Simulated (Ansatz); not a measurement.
**BLYP/def2-SVPD run of CHCl2F (dichlorofluoromethane)**

What is the energy change on altering one bond length of CHCl2F (dichlorofluoromethane) at BLYP/def2-SVPD? 

Program for the calculation: Ansatz 0.2.0.

78 further runs of the same task are left out: 78 set aside as unsound or not needed.

## 1. The system as given

CHCl2F: 5 atoms, total charge 0, spin state singlet. As SMILES, `FC(Cl)Cl`. The coordinates come from a PBE0-D4/def2-TZVP relaxation.

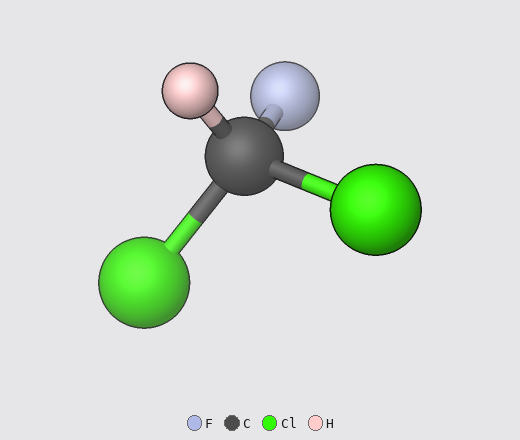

The structure, seen from a chosen angle (fluorine light blue, carbon dark grey, chlorine green, hydrogen pink).

## 2. The energy at BLYP/def2-SVPD

Contents of job.yaml:

```yaml
basis:
  gaussian: {orbitals: def2-SVPD}
crystal:
  periodic: [false, false, false]
  atoms:
    - {symbol: F, position_ang: [-0.590600, 0.132500, 1.230400]}
    - {symbol: C, position_ang: [0.006400, 0.099400, 0.030700]}
    - {symbol: Cl, position_ang: [1.459900, -0.886800, 0.126900]}
    - {symbol: Cl, position_ang: [-1.120400, -0.525200, -1.167100]}
    - {symbol: H, position_ang: [0.294600, 1.106400, -0.262500]}
magnetization: {spin_polarized: false, initial_magnetization: 0}
hamiltonian: {xc: {name: BLYP}}
accuracy: high
output: {orbitals: {seedname: orbitals}}
```

Run with:

```sh
$ ansatz run job.yaml --threads 1 --pin off --max-ram 3480MiB --events-out events.jsonl --progress --plain --runs-dir runs
```

The program printed:

```text
Warning: RAYON_NUM_THREADS=1 ignored (pool sized by the plan → 1); use --threads N
Functional definition: BLYP
  name "BLYP"
  parameter beta = 0.0042
  parameter a = 0.04918
  parameter b = 0.132
  parameter c = 0.2533
  parameter d = 0.349
  exchange = b88_x(beta = beta)
  correlation = lyp_c(a = a, b = b, c = c, d = d)
2035 factors; integrals over basis functions are off by at most 3.6e-9 eV
mean field evaluation 1: about -28802.8671 eV, gradient 2.6e1 eV
mean field evaluation 2: about -28800.2601 eV, gradient 4.8e1 eV
mean field evaluation 4: about -28804.1910 eV, gradient 1.5e0 eV
mean field evaluation 8: about -28804.1925 eV, gradient 3.5e-2 eV
mean field evaluation 16: about -28804.1925 eV, gradient 2.2e-6 eV
mean field -28804.19248335 eV, -1058.5345495804 hartree, gradient 6.5e-8 eV, S^2 0.000000; 0 other end points of the search recorded, 0 dependent functions left out
reference -28804.19252778 eV, -1058.5345512131 hartree; 25, 25 occupied and 80, 80 virtual orbitals, 2035 factors
Total energy: -28804.19252778 eV, -1058.5345512131 hartree
```

Run time: 5.7 s. Hardware: 1 thread of Arm Neoverse V2, shared host; peak memory 0.26 GiB.

## 3. The distorted shape

Contents of job.yaml:

```yaml
crystal:
  periodic: [false, false, false]
  atoms:
    - symbol: F
      position_ang: [-0.889116, 0.149051, 1.830283]
    - symbol: C
      position_ang: [0.006400, 0.099400, 0.030700]
    - symbol: Cl
      position_ang: [1.459900, -0.886800, 0.126900]
    - symbol: Cl
      position_ang: [-1.120400, -0.525200, -1.167100]
    - symbol: H
      position_ang: [0.294600, 1.106400, -0.262500]
basis:
  gaussian:
    orbitals: def2-SVPD
hamiltonian:
  xc: {name: BLYP}
accuracy: high
output:
  orbitals: {seedname: orbitals}
```

Run with:

```sh
$ ansatz run job.yaml --threads 1 --pin off --max-ram 3480MiB --events-out events.jsonl --progress --plain --runs-dir runs
```

The program printed, cut to the lines that bear on the results:

```text
Warning: RAYON_NUM_THREADS=1 ignored (pool sized by the plan → 1); use --threads N
[... 9 set-up lines as earlier in the session ...]
2050 factors; integrals over basis functions are off by at most 3.1e-9 eV
mean field evaluation 1: about -28797.6150 eV, gradient 4.7e1 eV
mean field evaluation 2: about -28521.5368 eV, gradient 2.1e2 eV
mean field evaluation 4: about -28798.6311 eV, gradient 3.8e1 eV
mean field evaluation 8: about -28802.2265 eV, gradient 1.8e0 eV
mean field evaluation 16: about -28802.2308 eV, gradient 3.4e-4 eV
mean field -28802.23076072 eV, -1058.4624576033 hartree, gradient 2.5e-8 eV, S^2 0.000000; 0 other end points of the search recorded, 0 dependent functions left out
reference -28802.23080696 eV, -1058.4624593025 hartree; 25, 25 occupied and 80, 80 virtual orbitals, 2050 factors
Total energy: -28802.23080696 eV, -1058.4624593025 hartree
```

It took 5.4 s on 1 thread of Arm Neoverse V2, shared host; peak memory 0.27 GiB.

## 4. Outcome

At BLYP/def2-SVPD:

```
                                                         quantity           value
                                        first shape: total energy  -1058.53455 Eh
                                         first shape: HOMO energy        -7.68 eV
                                         first shape: LUMO energy        -1.47 eV
                                       first shape: HOMO–LUMO gap         6.20 eV
                                    distorted shape: total energy  -1058.46246 Eh
                                     distorted shape: HOMO energy        -7.74 eV
                                     distorted shape: LUMO energy        -4.76 eV
                                   distorted shape: HOMO–LUMO gap         2.99 eV
energy change with the F1–C2 bond stretched from 1.340 to 2.011 Å        1.962 eV
```

One bond (distorted shape) is far stretched, which a spin-restricted single reference describes badly; a broken-symmetry solution may lie lower. With the F1–C2 bond stretched from 1.340 to 2.011 Å the energy rises by 1.96 eV (45 kcal/mol). The first shape isn't relaxed at this level, so the change isn't measured from a minimum. A restricted reference can't describe the breaking bond well at this length.
